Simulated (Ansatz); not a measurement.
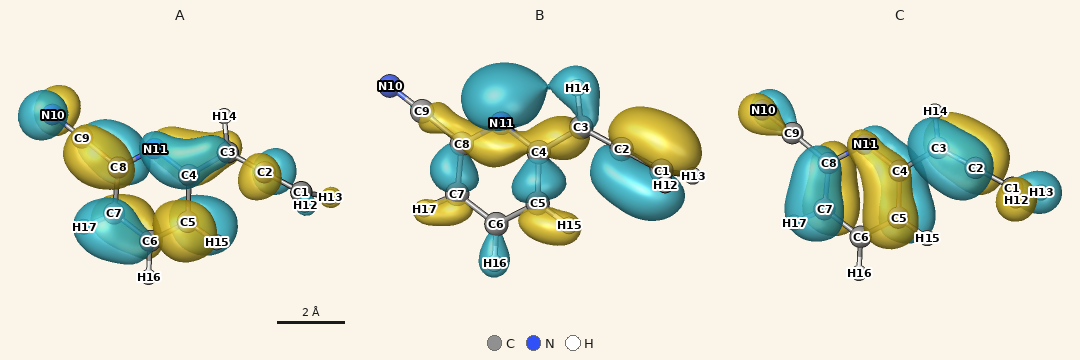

The picture shows: C9H6N2 (SMILES C=C=Cc1cccc(C#N)n1). Three frontier orbitals at ±0.08 Å⁻³ᐟ² (yellow and cyan are the two phases), in no order.

Geometry: B3LYP-D3(BJ)/def2-SVP.

Theory: Ansatz, isolated molecule in a Gaussian basis; Kohn-Sham density functional theory, functional PBE0.

```yaml
atoms:
  - { symbol: C, position_ang: [3.4029, -1.4062, 2.6182] }
  - { symbol: C, position_ang: [2.1967, -0.9054, 2.6591] }
  - { symbol: C, position_ang: [0.9808, -0.4006, 2.6944] }
  - { symbol: C, position_ang: [0.1783, -0.0316, 1.5139] }
  - { symbol: C, position_ang: [0.6566, -0.1903, 0.1959] }
  - { symbol: C, position_ang: [-0.1572, 0.1795, -0.8676] }
  - { symbol: C, position_ang: [-1.4275, 0.6989, -0.6045] }
  - { symbol: C, position_ang: [-1.8139, 0.8188, 0.7381] }
  - { symbol: C, position_ang: [-3.1199, 1.3513, 1.0592] }
  - { symbol: N, position_ang: [-4.1725, 1.7813, 1.2875] }
  - { symbol: N, position_ang: [-1.0379, 0.4656, 1.7694] }
  - { symbol: H, position_ang: [3.5703, -2.4892, 2.5783] }
  - { symbol: H, position_ang: [4.2895, -0.7612, 2.6303] }
  - { symbol: H, position_ang: [0.4858, -0.2232, 3.6554] }
  - { symbol: H, position_ang: [1.6546, -0.5995, 0.0296] }
  - { symbol: H, position_ang: [0.1901, 0.0664, -1.8970] }
  - { symbol: H, position_ang: [-2.1036, 1.0037, -1.4041] }
```

Q: Which picture is the HOMO−1, the HOMO and the LUMO?

A: B is the HOMO−1 (−8.17 eV). It lies mainly on N11 (about 40 %), C1 (about 15 %), C2 (about 10 %) and C4 (about 5 %). C is the HOMO (−7.34 eV). Its weight (Hirshfeld) is mainly on C2 (about 20 %), C3 (about 15 %), C7 (about 15 %), C5 (about 10 %), C4 (about 10 %) and C8 (about 5 %). A is the LUMO (−2.04 eV). By Hirshfeld shares it lies mainly on C5 (about 20 %), C8 (about 15 %), C7 (about 15 %), N10 (about 10 %), C4 (about 10 %) and C9 (about 5 %).

Q: What is the HOMO–LUMO gap?

A: 5.30 eV between the orbital energies.
